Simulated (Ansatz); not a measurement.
**C$_{2}$H (charge +1): density, localisation and related maps**

```yaml
atoms:
  - { symbol: C, position_ang: [0.1660, 0.5663, 1.2615] }
  - { symbol: C, position_ang: [-0.0603, -0.4338, 0.3987] }
  - { symbol: H, position_ang: [-0.7720, -1.1034, -0.1244] }
```

Geometry: B3LYP-D3(BJ)/def2-SVP.

Level of theory: isolated molecule in a Gaussian basis; Kohn-Sham density functional theory, functional PBE0 (Ansatz 0.2.0).

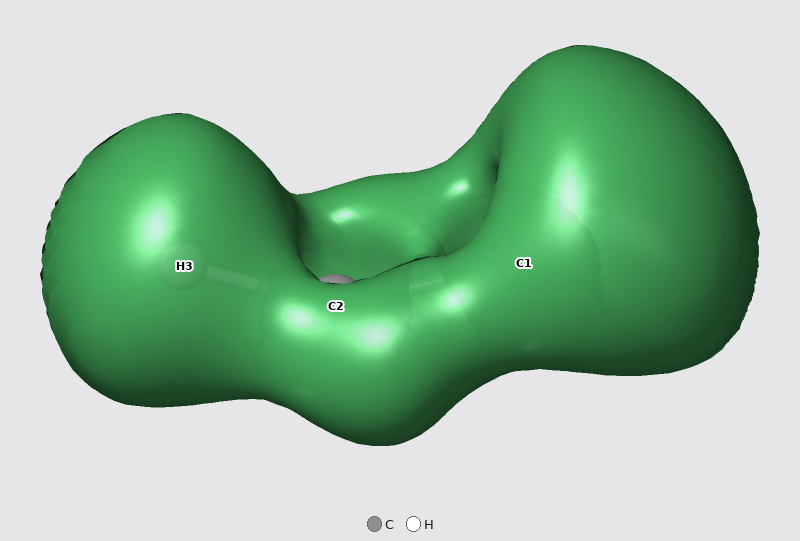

Figure 1. Isosurface of the ELF at 0.75 (green), seen at a tilt. Core shells and regions of very low density are left out.

> Describe the localisation domains.

The surface consists of one joined region spread over several atoms (C, H), in which their bonds and any lone pairs are merged. Profiles from the grid: C–C (1.34 Å): the ELF peaks at about 0.90 between the atoms: a multiple bond. C–H (1.11 Å): the ELF climbs to about 1 towards the hydrogen, as it does in any bond to H; an ordinary covalent bond to hydrogen.

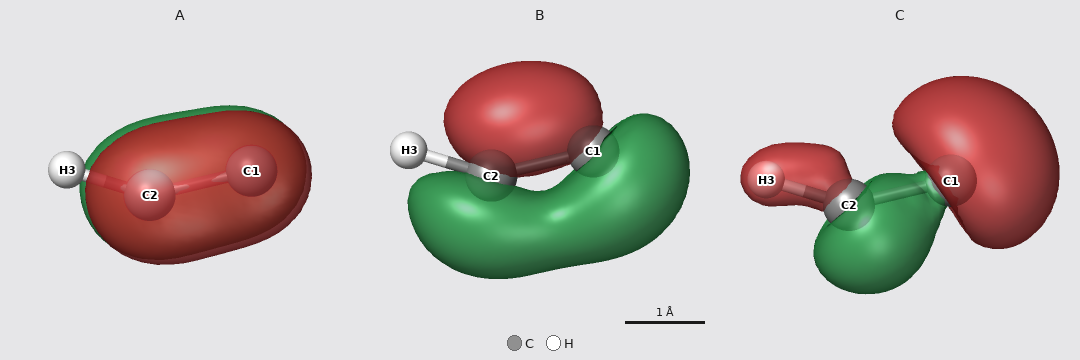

Figure 2. Three frontier orbitals at ±0.15 Å⁻³ᐟ² (green and red are the two phases), in no order.

> Which picture is the HOMO−1, the HOMO and the LUMO?

C is the HOMO−1 (−18.36 eV). Its weight (Hirshfeld) is mainly on C1 (about 75 %) and C2 (about 20 %); it is symmetric in the molecular plane (an in-plane orbital: σ, lone-pair or in-plane π type). A is the HOMO (−17.96 eV). Its weight (Hirshfeld) is mainly on C2 (about 50 %) and C1 (about 45 %); it changes sign across the molecular plane (π type); π-bonding across C1–C2. B is the LUMO (−15.68 eV). Its weight (Hirshfeld) is mainly on C1 (about 50 %) and C2 (about 45 %); it is symmetric in the molecular plane (an in-plane orbital: σ, lone-pair or in-plane π type).

> What is the HOMO–LUMO gap?

2.28 eV between the orbital energies.

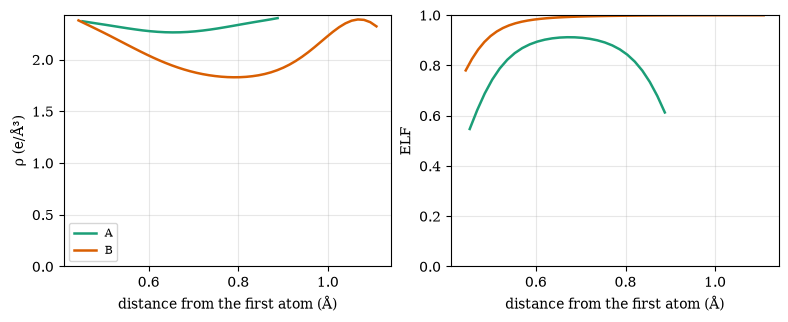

Figure 3. Electron density and electron localisation function along straight lines between neighbouring atoms. The curves leave out the atomic cores.

> Which curve belongs to which contact (C–C and C–H)? The first atom named is at distance zero.

Curve A: C–C (1.34 Å): ρ is about 2.3 e/Å³ halfway; the ELF peaks at about 0.90 between the atoms; a short, multiple covalent bond. Curve B: C–H (1.11 Å): ρ at the midpoint is about 2.1 e/Å³; the ELF climbs to about 1 towards the hydrogen; an ordinary covalent bond to hydrogen.
